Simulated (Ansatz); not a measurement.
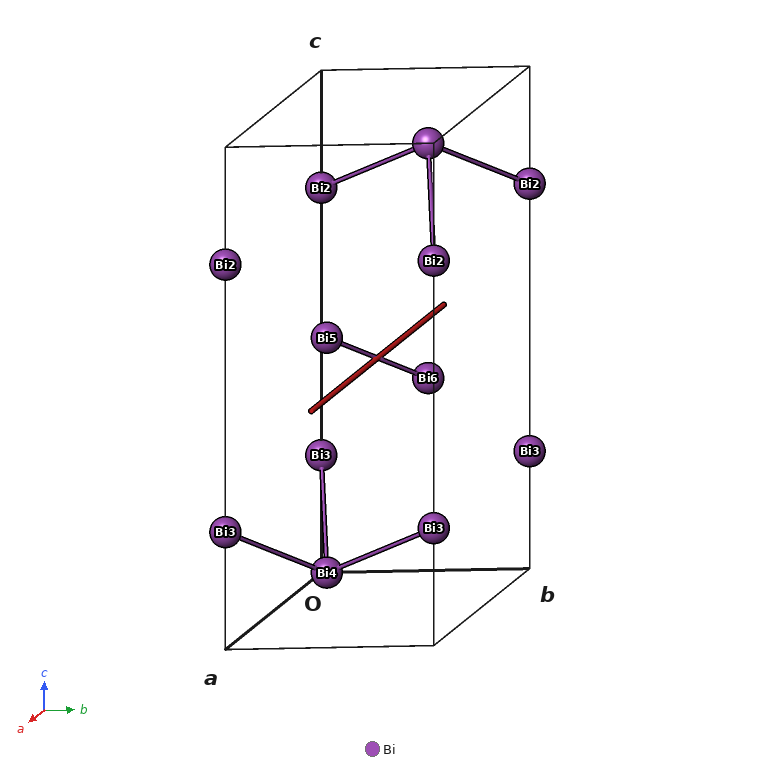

Crystal: Bi, coordinates from a relaxation with Ansatz 0.2.0, DFT, PBE, plane waves (420 eV) with PAW, scalar-relativistic. The coloured rod is the axis of a symmetry operation of the crystal. Symmetry computed with spglib at a tolerance of 0.002 Å; standard conventional cell.

a = 4.585 Å, b = 4.585 Å, c = 12.140 Å, α = 90.00°, β = 90.00°, γ = 120.00°.

| atom | x | y | z |
| --- | --- | --- | --- |
| Bi1 | 0.3333 | 0.6667 | 0.9004 |
| Bi2 | 0.0000 | 0.0000 | 0.7663 |
| Bi3 | 0.0000 | 0.0000 | 0.2337 |
| Bi4 | 0.6667 | 0.3333 | 0.0996 |
| Bi5 | 0.6667 | 0.3333 | 0.5670 |
| Bi6 | 0.3333 | 0.6667 | 0.4330 |

Take the operation x, y, z → x−y+1, −y+1, −z+1.

**What kind of operation is it, and where does it lie?**

It is a 2₁ screw rotation with translation (1/2, 0, 0), about the line along [1 0 0] through (1/2, 1/2, 1/2).

**Onto which atom does it carry each atom (up to whole multiples of a, b and c)?**

Bi1 → Bi4, Bi2 → Bi3, Bi3 → Bi2, Bi4 → Bi1, Bi5 → Bi6, Bi6 → Bi5.

**What is the crystal's space group?**

R-3m, No. 166, hexagonal axes.
